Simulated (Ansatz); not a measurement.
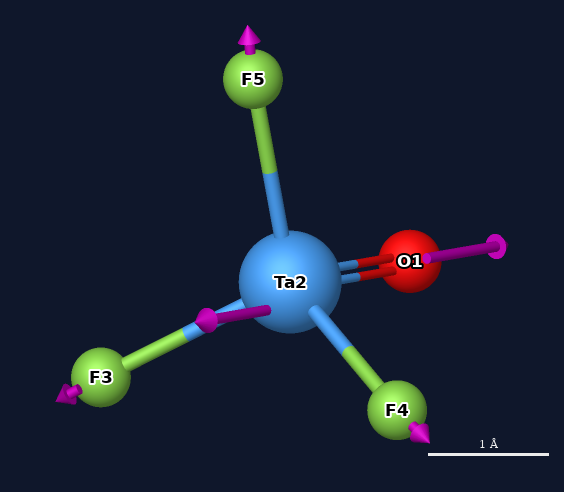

Arrows show the forces on the atoms, 2 Å of arrow for 1 eV/Å; forces under a tenth of the largest aren't drawn. Charge 0, singlet. Level of theory: r2SCAN-D4/def2-TZVPP (Ansatz 0.2.0).

Question: On which atom is the force largest, and how large is it?

Answer: On O1: 0.58 eV/Å.

Question: Which bond do the forces act along most?

Answer: O1–Ta2, now 1.706 Å: the forces push its atoms apart, so a first step downhill lengthens it.

List the force components in the frame of the picture (x right, y up, z towards the viewer), in eV/Å.

```json
{"atom": "O1", "Fx": "0.34", "Fy": "0.06", "Fz": "−0.47"}
{"atom": "Ta2", "Fx": "−0.30", "Fy": "−0.05", "Fz": "0.41"}
{"atom": "F3", "Fx": "−0.10", "Fy": "−0.05", "Fz": "−0.05"}
{"atom": "F4", "Fx": "0.07", "Fy": "−0.07", "Fz": "0.07"}
{"atom": "F5", "Fx": "−0.01", "Fy": "0.12", "Fz": "0.03"}
```
